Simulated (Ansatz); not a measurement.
```xyz
11

C    -0.4963    0.4282   -0.6734
C    -1.0048   -0.6325    0.3343
Ga    0.7208   -0.3834    1.3039
C     1.0388    0.4693   -0.4713
H    -0.7941    0.2241   -1.7081
H    -0.9197    1.4031   -0.4140
H    -1.9818   -0.4428    0.7796
H    -1.0326   -1.6322   -0.1129
H     1.4044   -0.6365    2.6920
H     1.5145    1.4421   -0.5988
H     1.5510   -0.2393   -1.1313
```

Geometry: PBE0-D4/def2-TZVP.

Computed with RKS PBE0-D4/def2-TZVPP in Ansatz 0.2.0.

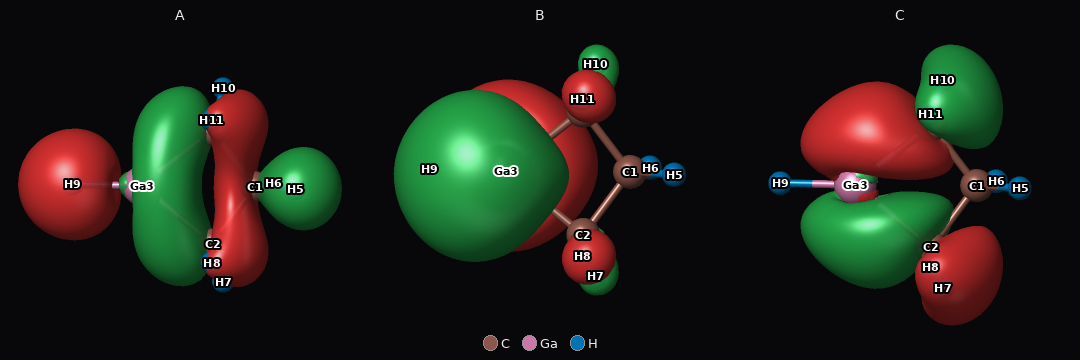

C3H7Ga. Three frontier orbitals at ±0.08 Å⁻³ᐟ² (green and red are the two phases), in no order.

Q: Which picture is the HOMO−1, the HOMO and the LUMO?

A: A is the HOMO−1 (−7.24 eV). It lies mainly on Ga3 (about 20 %), H9 (about 20 %), C2 (about 15 %), C4 (about 15 %), C1 (about 15 %) and H5 (about 10 %). C is the HOMO (−6.84 eV). Its weight (Hirshfeld) is mainly on C2 (about 25 %), C4 (about 25 %) and Ga3 (about 25 %). B is the LUMO (−1.17 eV). Its weight (Hirshfeld) is mainly on Ga3 (about 75 %) and H9 (about 5 %).

Q: What is the HOMO–LUMO gap?

A: 5.67 eV between the orbital energies.
